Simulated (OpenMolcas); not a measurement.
A ladder of methods for InHCl2O (SMILES [OH][In]([Cl])[Cl])

The species is InHCl2O (5 atoms), meant as a singlet with charge 0. SMILES: `[OH][In]([Cl])[Cl]`. The coordinates come from a PBE0-D4/def2-TZVP relaxation.

| atom | x (Å) | y (Å) | z (Å) |
| --- | --- | --- | --- |
| O | -0.3478 | 1.5102 | -0.1372 |
| In | -0.0879 | -0.4329 | -0.1008 |
| Cl | 1.7226 | -1.3206 | 1.0199 |
| Cl | -1.5806 | -1.8016 | -1.1706 |
| H | 0.3436 | 1.9712 | 0.3472 |

Each level gives the vertical ionisation energy (to the doublet cation) (eV). The values are calculated.

```tsv
level	kind	program	value (eV)	less CCSD(T)/def2-SVP	CPU time (all runs)
HF/def2-SVP (core potential)	Hartree–Fock	OpenMolcas	10.11	-1.13	28 s
SVWN5/def2-SVP (core potential)	LDA	OpenMolcas	10.67	-0.57	3.3 min
PBE/def2-SVP (core potential)	GGA	OpenMolcas	10.48	-0.76	3 min
revPBE/def2-SVP (core potential)	GGA	OpenMolcas	10.67	-0.57	2.6 min
M06-L/def2-SVP (core potential)	meta-GGA	OpenMolcas	10.83	-0.41	2.5 min
B3LYP/def2-SVP (core potential)	global hybrid	OpenMolcas	11.02	-0.22	1.9 min
M06-2X/def2-SVP (core potential)	hybrid meta-GGA	OpenMolcas	11.63	+0.39	2.4 min
CCSD(T)/def2-SVP (core potential), open shells restricted	coupled cluster or CI	OpenMolcas	11.24	0.00	2.7 min
```

CCSD(T)/def2-SVP (core potential), open shells restricted is the highest level here, not the true value. Spin-orbit coupling, which can split open shells on such heavy atoms by tenths of an eV, is left out. The values span 10.11 to 11.63 eV. In the correlated wave-function rows the outer d shell of In is correlated, in sets not made for it. CPU times are rough (shared hosts, several kinds of processor and program).

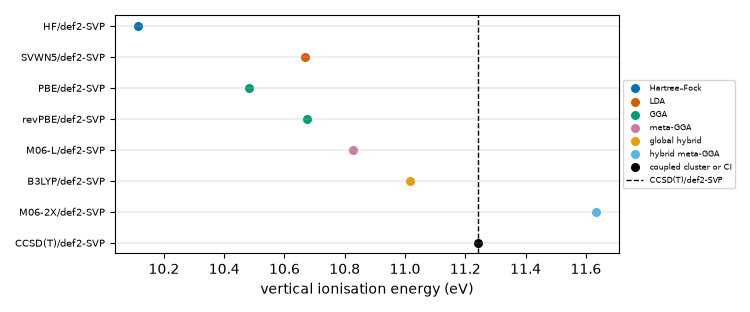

The values of the table, level by level.
